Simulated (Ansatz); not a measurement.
**H$_{2}$O$_{2}$Si···H$_{2}$: density, localisation and related maps**

Input

```
crystal:
  periodic: [false, false, false]
  atoms:
    - { symbol: Si, position_ang: [0.0, 0.0, 0.0] }
    - { symbol: H, position_ang: [0.9994, 0.0, 1.3254] }
    - { symbol: H, position_ang: [1.5827, 0.0, 0.5009] }
    - { symbol: O, position_ang: [-0.7913, 1.3709, -0.5594] }
    - { symbol: H, position_ang: [-1.7491, 1.1401, -0.7818] }
    - { symbol: O, position_ang: [-0.7913, -1.3709, -0.5594] }
    - { symbol: H, position_ang: [-1.2459, -1.8365, 0.2129] }
basis:
  gaussian: { orbitals: def2-SVP }
hamiltonian:
  xc: b3lyp
  dispersion: d4
relax:
  f_tol: 0.15
  max_steps: 25
  restrain:
    - { distance: [1, 2], at: 0.66, k: 30.0 }
    - { distance: [0, 1], at: 2.66, k: 30.0 }
    - { distance: [0, 2], at: 2.66, k: 30.0 }
output:
  orbitals: {}
```

Run with:

```sh
ansatz run input.yaml --threads 1 --pin off --max-ram 2048MiB --backend cpu --events-out ev --progress --plain --runs-dir out
```

The fields are those of the run's last geometry, not of the input's.

Not at a stationary point (largest force 1.7 eV/Å).

All numbers below come from Ansatz, RKS B3LYP-D4/def2-SVP.

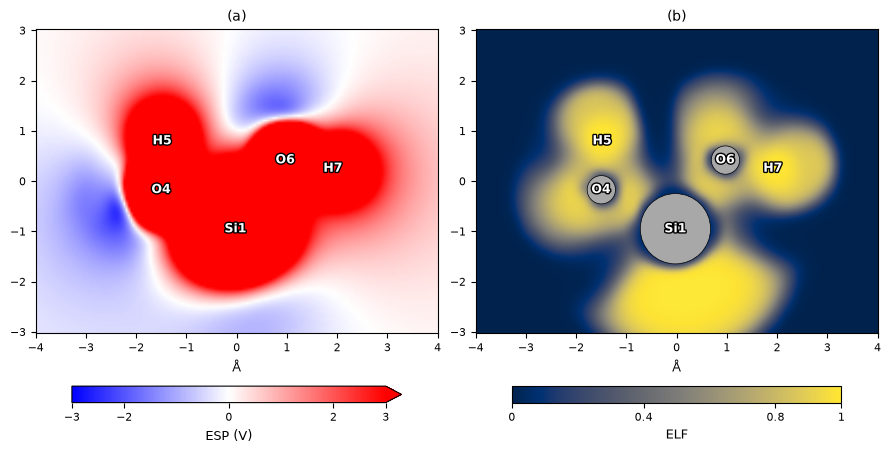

Figure 1. (a) electrostatic potential; (b) ELF on the plane of atoms Si1, O4 and H5. Grey discs cover the atomic cores in the ELF map.

Read the bonding off the picture.

- Atoms in the plane: Si, O and H.
- Si–O (1.67 Å): the ELF peaks at about 0.90 between the atoms; a polar covalent bond.
- O–H (0.97 Å): the ELF climbs to about 1 towards the hydrogen, as it does in any bond to H; an ordinary covalent bond to hydrogen.
- The ELF also peaks beside Si1, O4 and O6, away from the bonds: lone-pair regions.
- Outside the dense part of the complex the potential is most negative (−2.3 V) near O4.

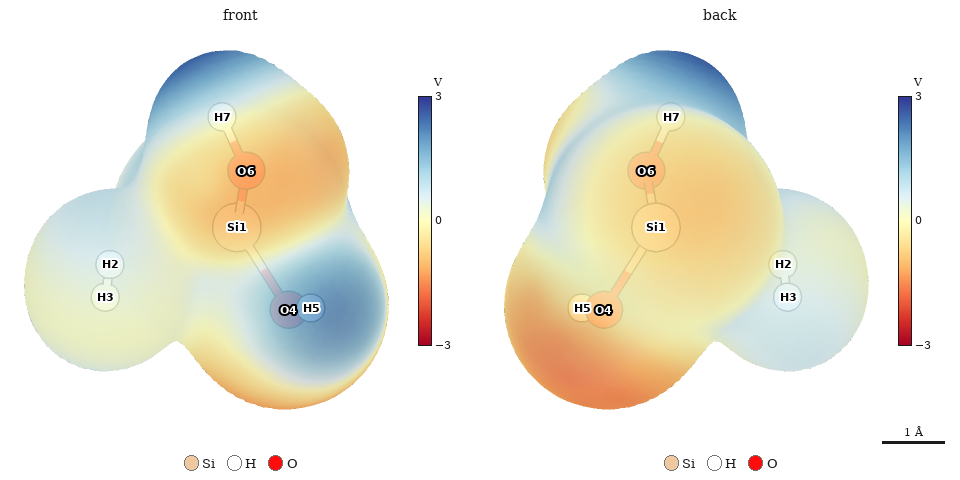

Figure 2. The electrostatic potential painted on the density surface at 0.002 e/bohr³, seen from the front and from behind; the colour scale runs from red (negative) to blue (positive).

Where is the surface potential most negative and most positive?

The most negative region (about −1.6 V, or −37 kcal/mol for a unit charge) lies over O4, the most positive (about +2.5 V, or +58 kcal/mol for a unit charge) over H7. O4 is the likeliest acceptor of a hydrogen bond.

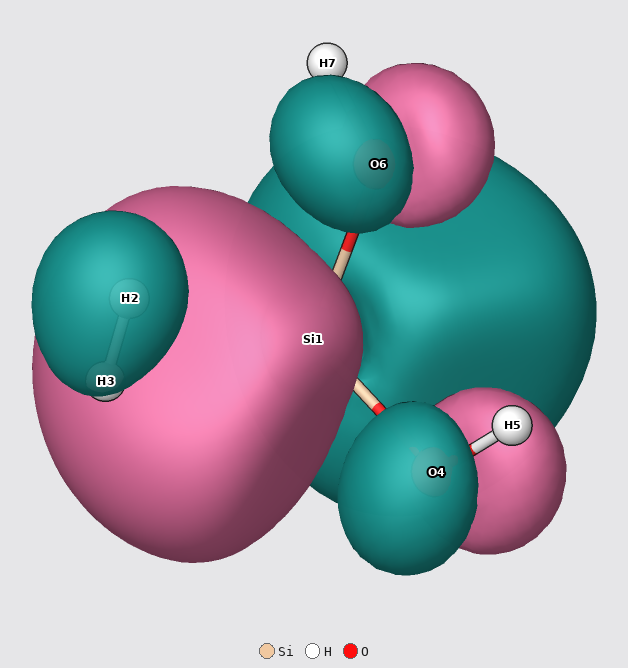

Figure 3. One frontier orbital at ±0.08 Å⁻³ᐟ² (teal and pink are the two phases), seen at a tilt.

Which orbital is it: HOMO or LUMO?

The LUMO, at −0.86 eV. It lies mainly on Si1 (about 75 %), O4 (about 10 %) and O6 (about 10 %).
